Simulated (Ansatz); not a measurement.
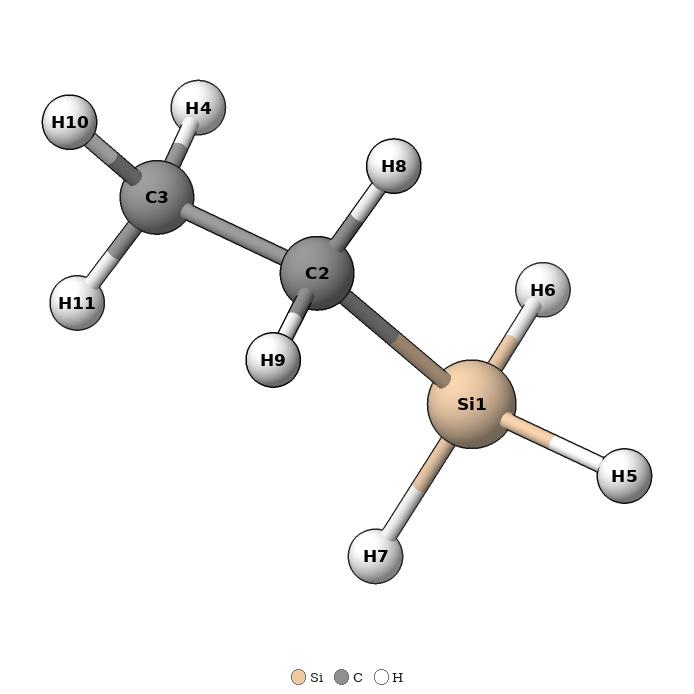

The computed structure is the end point of a PBE0-D4/def2-TZVP optimisation.

Which atoms are bonded, and how long are the bonds?

```
  bond  length (Å)
Si1–C2       1.876
Si1–H5       1.489
Si1–H6       1.489
Si1–H7       1.489
 C2–C3       1.526
 C2–H8       1.095
 C2–H9       1.095
 C3–H4       1.093
C3–H10       1.093
C3–H11       1.093
```
